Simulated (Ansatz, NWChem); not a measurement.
## How methods differ on AlH3S (SMILES [AlH2][SH])

AlH3S has 5 atoms, charge 0, and is taken as a singlet. As SMILES, `[AlH2][SH]`. The coordinates come from a PBE0-D4/def2-TZVP relaxation.

Each level gives the HOMO–LUMO gap (eV). The values are calculated.

```tsv
level	kind	program	value (eV)	CPU time
HF/def2-TZVP	Hartree–Fock	Ansatz	11.79	2.2 s
BLYP/def2-TZVP	GGA	Ansatz	4.48	4.7 s
PBE/def2-TZVP	GGA	Ansatz	4.54	4.9 s
BHLYP/def2-TZVP	global hybrid	Ansatz	8.22	5.5 s
M06-2X/def2-TZVP	hybrid meta-GGA	NWChem	8.15	16 s
CAM-B3LYP/def2-TZVP	range-separated hybrid	NWChem	8.66	50 s
wB97M-V/def2-TZVP	range-separated hybrid	Ansatz	10.26	40 s
PBE-QIDH/def2-TZVP	double hybrid	Ansatz	9.74	5.1 s
```

The values span 4.48 to 11.79 eV. Orbital gaps aren't excitation energies, and those of double hybrids come from the SCF part alone; they tend to grow with the share of exact exchange. CPU times are rough (shared hosts, several kinds of processor): they show what a rung costs within a factor of a few.

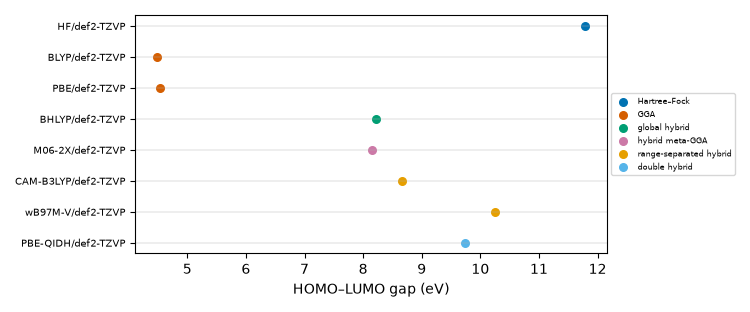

The values of the table, level by level.
